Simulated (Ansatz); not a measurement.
## Geometry relaxation, with input and output: BSiH₄ClF₂ (part 2 of 2)

BSiH₄ClF₂; RKS B3LYP-D4/6-31G* (Ansatz 0.2.0). The input holds or restrains some coordinates. Forces given for the steps count only the free coordinates. It belongs to a series of runs on one base structure; here: pulled along the bonds that form and break, towards end B.

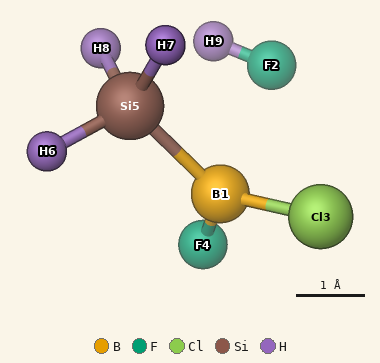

*The geometry at step 13 of the log (ball-and-stick view, seen at a tilt; atoms are numbered from 1 in the order of the input).*

## Trajectory as extended XYZ, continued
```
9
Properties=species:S:1:pos:R:3:forces:R:3 step=7 energy=-26577.52172
B     0.0730   -0.5284   -0.3367    0.2351   0.7608  -0.2778
F     0.1687    0.4588    1.9869    0.0245  -0.2082   0.0792
Cl    1.4844    0.4468   -0.8385   -0.2322  -0.0282  -0.0940
F    -1.1316   -0.0960   -0.6493   -0.0217   0.0572   0.0095
Si    0.4107   -2.3047    0.4750   -0.0783  -1.0053   0.1386
H    -0.3644   -3.3902   -0.2392    0.0687   0.2865   0.3999
H     1.8458   -2.6574    0.3399    0.0292   0.0204   0.1591
H     0.0578   -2.2640    1.9613    0.0778  -0.1413  -0.4828
H     0.3603   -0.3867    2.3580   -0.1029   0.2580   0.0683
9
Properties=species:S:1:pos:R:3:forces:R:3 step=8 energy=-26577.56906
B     0.1193   -0.4992   -0.3486   -0.1633   0.6790  -0.3759
F     0.1102    0.3906    2.0120    0.0435   0.2529  -0.1111
Cl    1.4855    0.4050   -1.0340   -0.0476   0.0640   0.0102
F    -1.0973   -0.0288   -0.5639    0.0828  -0.0276   0.0514
Si    0.4377   -2.2761    0.4654    0.0828  -0.9207   0.2492
H    -0.3693   -3.3504   -0.1929    0.0175   0.1148   0.1191
H     1.8692   -2.6560    0.3875    0.0361   0.0074   0.0354
H     0.0725   -2.2636    1.9295   -0.0035  -0.0380  -0.1685
H     0.2768   -0.4432    2.4024   -0.0483  -0.1318   0.1902
9
Properties=species:S:1:pos:R:3:forces:R:3 step=9 energy=-26577.57459
B     0.1299   -0.5031   -0.3449   -0.1479   0.7373  -0.2983
F     0.1183    0.4061    2.0051    0.0376   0.4759  -0.2094
Cl    1.4827    0.4010   -1.0527   -0.0221   0.0461  -0.0141
F    -1.0862   -0.0154   -0.5133    0.0242  -0.0464  -0.0077
Si    0.4479   -2.2823    0.4634    0.1321  -0.8908   0.2270
H    -0.3709   -3.3454   -0.1904    0.0016   0.0639   0.0811
H     1.8781   -2.6686    0.3860    0.0214   0.0046   0.0259
H     0.0828   -2.2743    1.9247   -0.0185  -0.0090  -0.1152
H     0.2222   -0.4397    2.3794   -0.0282  -0.3817   0.3108
9
Properties=species:S:1:pos:R:3:forces:R:3 step=10 energy=-26577.53885 accepted=F
B     0.1442   -0.4991   -0.3357   -0.0867   0.7341  -0.3802
F     0.2635    0.4204    2.0078   -0.4881  -2.0136   0.8042
Cl    1.4597    0.4084   -1.1071   -0.0199   0.0058   0.0152
F    -1.0803   -0.0214   -0.4697   -0.0448  -0.0070   0.0411
Si    0.4702   -2.2806    0.4621    0.1849  -0.8251   0.1776
H    -0.3668   -3.3355   -0.1789    0.0164   0.0451   0.0293
H     1.8990   -2.6773    0.3879   -0.0202   0.0165   0.0479
H     0.0860   -2.2686    1.9122   -0.0462  -0.0113   0.0297
H     0.0291   -0.4681    2.3789    0.5047   2.0555  -0.7649
9
Properties=species:S:1:pos:R:3:forces:R:3 step=11 energy=-26577.59209
B     0.1377   -0.5013   -0.3446   -0.1134   0.7410  -0.3536
F     0.2158    0.4021    2.0056    0.0903   0.2186  -0.1011
Cl    1.4563    0.4248   -1.0888   -0.0395   0.0012   0.0123
F    -1.0910   -0.0369   -0.4878   -0.0080   0.0036   0.0073
Si    0.4602   -2.2784    0.4605    0.1800  -0.8656   0.2310
H    -0.3616   -3.3342   -0.1937    0.0087   0.0153   0.0052
H     1.8910   -2.6731    0.4252   -0.0118   0.0179   0.0158
H     0.0456   -2.2707    1.9028   -0.0216   0.0040   0.0015
H     0.1508   -0.4540    2.3783   -0.0846  -0.1361   0.1817
9
Properties=species:S:1:pos:R:3:forces:R:3 step=12 energy=-26577.60398
B     0.1333   -0.5029   -0.3491   -0.1674   0.7948  -0.3553
F     0.3137    0.3823    2.0032    0.0974   0.1396  -0.0624
Cl    1.4261    0.4301   -1.1302   -0.0535  -0.0420   0.0205
F    -1.1011   -0.0361   -0.4540    0.0562  -0.0227   0.0129
Si    0.4605   -2.2753    0.4631    0.1780  -0.8392   0.2121
H    -0.3232   -3.3391   -0.2230    0.0183  -0.0016  -0.0161
H     1.8970   -2.6495    0.4868   -0.0154   0.0210   0.0170
H    -0.0222   -2.2764    1.8823   -0.0215   0.0073   0.0285
H     0.1204   -0.4548    2.3784   -0.0922  -0.0572   0.1429
9
Properties=species:S:1:pos:R:3:forces:R:3 step=13 energy=-26577.62324
B     0.1102   -0.5008   -0.3487   -0.1572   0.7120  -0.3474
F     0.4586    0.3433    2.0003    0.1248   0.1336  -0.0677
Cl    1.3754    0.3966   -1.2086   -0.0395  -0.0118   0.0021
F    -1.1182   -0.0074   -0.3820    0.0446   0.0001   0.0037
Si    0.4478   -2.2703    0.4652    0.1492  -0.7909   0.2649
H    -0.2208   -3.3625   -0.2950    0.0190   0.0049  -0.0144
H     1.8927   -2.5768    0.6112   -0.0133   0.0187   0.0094
H    -0.1604   -2.2995    1.8374   -0.0011  -0.0017  -0.0052
H     0.1193   -0.4444    2.3775   -0.1264  -0.0650   0.1546
9
Properties=species:S:1:pos:R:3:forces:R:3 step=14 energy=-26577.62817
B     0.0944   -0.5005   -0.3415   -0.1731   0.7352  -0.3129
F     0.5312    0.3370    1.9927    0.2226   0.2732  -0.1561
Cl    1.3462    0.3680   -1.2472   -0.0109  -0.0116  -0.0161
F    -1.1235    0.0204   -0.3409    0.0377  -0.0283   0.0114
Si    0.4367   -2.2681    0.4745    0.1531  -0.8294   0.2666
H    -0.1567   -3.3612   -0.3412   -0.0004  -0.0229  -0.0384
H     1.8802   -2.5386    0.6797    0.0178   0.0271  -0.0032
H    -0.2266   -2.3637    1.8181   -0.0033   0.0840  -0.0195
H     0.1227   -0.4150    2.3633   -0.2435  -0.2272   0.2682
9
Properties=species:S:1:pos:R:3:forces:R:3 step=15 energy=-26577.59124 accepted=F
B     0.0846   -0.4950   -0.3442   -0.1324   0.6205  -0.4322
F     0.6846    0.2119    2.0110   -1.4144  -1.2229   0.7190
Cl    1.3043    0.3330   -1.3329   -0.0582   0.0073   0.0371
F    -1.1247    0.0470   -0.2912    0.0779   0.0239   0.0476
Si    0.4389   -2.2550    0.4813    0.1911  -0.7205   0.2942
H    -0.0912   -3.3641   -0.3667    0.0191   0.0274   0.0693
H     1.8866   -2.4731    0.7408   -0.0849  -0.0115  -0.0094
H    -0.2820   -2.3174    1.8011    0.0048  -0.0700  -0.0986
H     0.0035   -0.4091    2.3581    1.3970   1.3458  -0.6270
9
Properties=species:S:1:pos:R:3:forces:R:3 step=16 energy=-26577.63755
B     0.0909   -0.4995   -0.3430   -0.1316   0.6489  -0.3788
F     0.6027    0.2725    2.0041   -0.1642  -0.2270   0.1291
Cl    1.3282    0.3534   -1.2836   -0.0184   0.0120  -0.0025
F    -1.1242    0.0275   -0.3206    0.0211   0.0167   0.0339
Si    0.4391   -2.2635    0.4770    0.1663  -0.7334   0.2598
H    -0.1310   -3.3638   -0.3512    0.0095  -0.0024   0.0300
H     1.8858   -2.5086    0.7012   -0.0291  -0.0001   0.0070
H    -0.2482   -2.3235    1.8117   -0.0034  -0.0334  -0.0495
H     0.0613   -0.4163    2.3618    0.1497   0.3187  -0.0289
9
Properties=species:S:1:pos:R:3:forces:R:3 step=17 energy=-26577.62864
B     0.0743   -0.5004   -0.3593   -0.1222   0.8037  -0.3727
F     0.6616    0.1957    1.9903    0.2868   0.3273  -0.0947
Cl    1.2924    0.3231   -1.3519   -0.0278   0.0064  -0.0126
F    -1.1224    0.0617   -0.2817   -0.0034   0.0055  -0.0092
Si    0.4330   -2.2381    0.4842    0.1480  -0.9966   0.2381
H    -0.0554   -3.3587   -0.3694    0.0113  -0.0077   0.0023
H     1.8694   -2.4534    0.7829    0.0037   0.0205  -0.0012
H    -0.3280   -2.3384    1.7710   -0.0093   0.0074   0.0098
H     0.0798   -0.4132    2.3914   -0.2872  -0.1665   0.2403
9
Properties=species:S:1:pos:R:3:forces:R:3 step=18 energy=-26577.64106
B     0.0765   -0.4958   -0.3467   -0.1462   0.6473  -0.3783
F     0.6734    0.2135    1.9985    0.2607   0.2803  -0.1078
Cl    1.2875    0.3235   -1.3491   -0.0026   0.0137  -0.0035
F    -1.1205    0.0671   -0.2678    0.0201  -0.0003   0.0271
Si    0.4308   -2.2533    0.4819    0.1552  -0.7794   0.2308
H    -0.0509   -3.3714   -0.3766    0.0047  -0.0043  -0.0075
H     1.8687   -2.4543    0.7860   -0.0088  -0.0038  -0.0057
H    -0.3321   -2.3517    1.7683   -0.0029  -0.0013   0.0044
H     0.0713   -0.3993    2.3629   -0.2802  -0.1522   0.2406
```

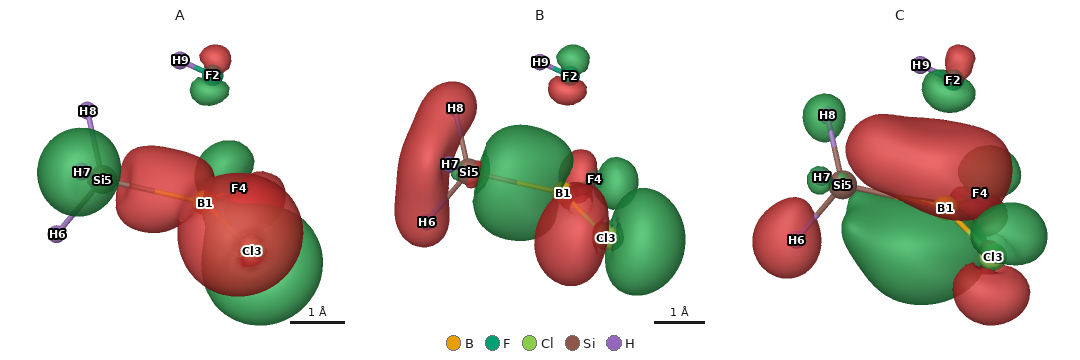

*Three frontier orbitals at ±0.1 Å⁻³ᐟ² (green and red are the two phases).*

A is the HOMO−1 (−9.20 eV). B is the HOMO (−8.26 eV). It lies mainly on Cl3 (40 %), Si5 (25 %) and B1 (20 %). C is the LUMO (−1.19 eV). Its weight (Hirshfeld) is mainly on B1 (45 %), Si5 (20 %), Cl3 (15 %) and F4 (10 %). The HOMO–LUMO gap is 7.07 eV between the orbital energies.

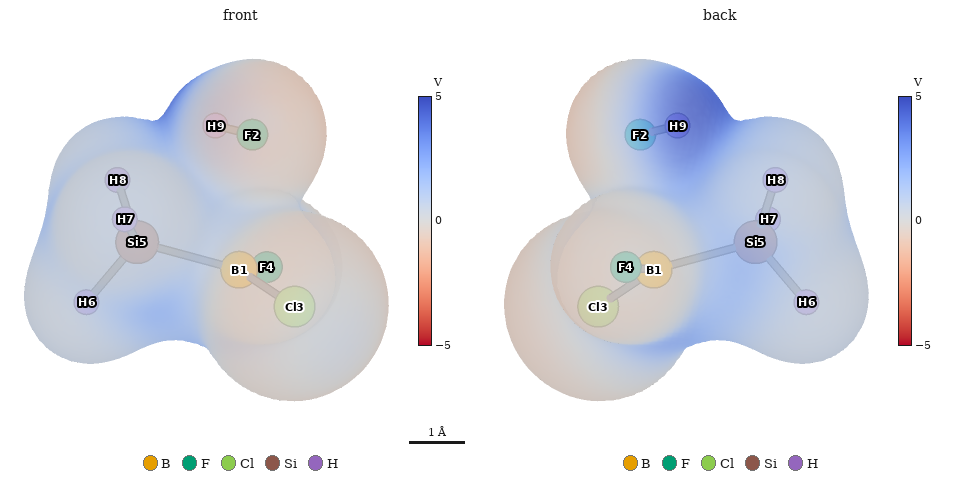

*The electrostatic potential painted on the density surface at 0.004 e/bohr³, seen at a tilt and from behind; red is negative and blue positive.*

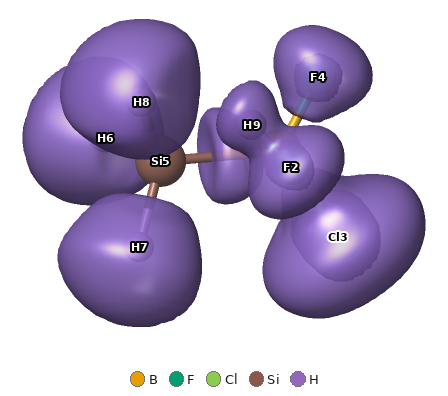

*Isosurface of the electron localisation function at 0.75 (purple), seen from the side. Core shells and regions of very low density are left out.*

Profiles from the grid: B1···F2 (2.52 Å): the ELF is only about 0.05 between them. B–F (1.33 Å): the ELF peaks at about 0.90 between the atoms (a shared but strongly polarised pair).

The run was set up as follows.

## Input
```yaml
crystal:
  periodic: [false, false, false]
  atoms:
    - { symbol: B, position_ang: [0.0, 0.0, 0.0] }
    - { symbol: F, position_ang: [0.0, 0.0, 1.67] }
    - { symbol: Cl, position_ang: [1.6108, 0.0, -0.93] }
    - { symbol: F, position_ang: [-1.1431, 0.0, -0.66] }
    - { symbol: Si, position_ang: [0.4732, -2.0821, 0.7095] }
    - { symbol: H, position_ang: [-0.4416, -3.0308, 0.0812] }
    - { symbol: H, position_ang: [1.847, -2.4197, 0.3481] }
    - { symbol: H, position_ang: [0.3219, -2.1489, 2.1601] }
    - { symbol: H, position_ang: [0.2364, -1.0402, 1.6785] }
basis:
  gaussian: { orbitals: "6-31G*" }
hamiltonian:
  xc: b3lyp
  dispersion: d4
relax:
  f_tol: 0.15
  max_steps: 25
  restrain:
    - { distance: [0, 4], at: 1.95, k: 30.0 }
    - { distance: [8, 1], at: 0.92, k: 30.0 }
    - { distance: [0, 1], at: 2.52, k: 30.0 }
    - { distance: [8, 4], at: 2.66, k: 30.0 }
output:
  orbitals: {}
```

Command:
```bash
ansatz run input.yaml --threads 2 --pin off --max-ram 3072MiB --backend cpu --events-out ev --progress --plain --runs-dir out
```

## Key numbers

```csv
quantity,value
outcome,converged under the restraints of the input
total energy,−26577.6413 eV
mean-field energy,−26577.3327 eV
"largest force (length of the vector) at the end, held atoms and coordinates included",0.828 eV/Å
hardware,"2 threads of Intel Xeon @ 2.50GHz (Skylake/Cascade Lake), 32 GiB of memory available, shared host"
wall time,61 s (CPU time 1.9 min)
peak memory,0.21 GiB
```
